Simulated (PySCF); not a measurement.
Ga(H)(Cl)(Vi), SMILES C=[CH][GaH][Cl] (C2H4ClGa), singlet at its B3LYP/def2-SVP optimised geometry (Å):

```
8

Ga    -0.1406     1.2416     0.0000
H     -0.8072     2.6544     0.0000
Cl     2.0411     1.2416     0.0000
C     -0.9475    -0.5355    -0.0003
C     -0.2038    -1.6532    -0.0005
H     -2.0411    -0.6334    -0.0006
H     -0.6534    -2.6544    -0.0009
H      0.8917    -1.6162    -0.0001
```

Method: B3LYP/def2-TZVP (PySCF).

Map of the Laplacian of the electron density (e/bohr⁵) on the plane z = 1.2 Å:

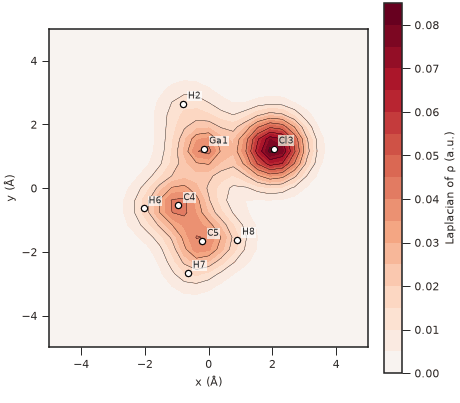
Laplacian of the electron density (e/bohr⁵) on the plane z = 1.2 Å.
